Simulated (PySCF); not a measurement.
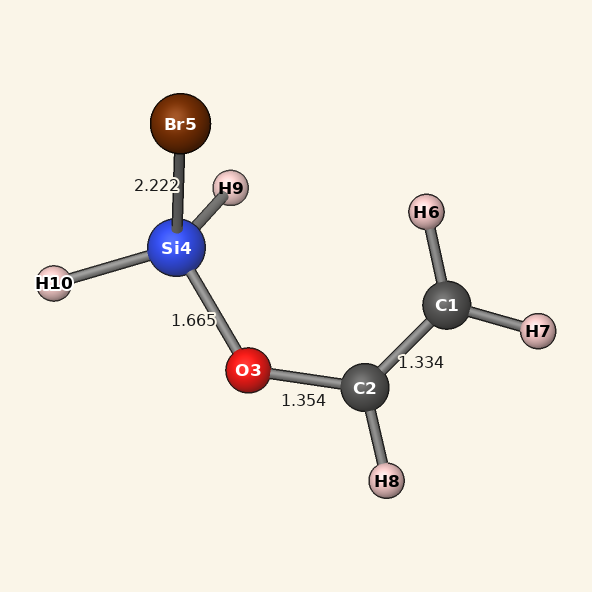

The numbers beside the sticks are distances in Å. Sticks don't show bond order. Computed geometry: PBE0-D3(BJ)/def2-SVP optimisation. No frequency run is at hand to confirm it as a minimum.

Question: Which of the marked bonds are single, double, triple or aromatic?

Answer: C1–C2 double; C2–O3 single; O3–Si4 single; Si4–Br5 single.

Question: Write the SMILES.

Answer: C=CO[SiH2]Br
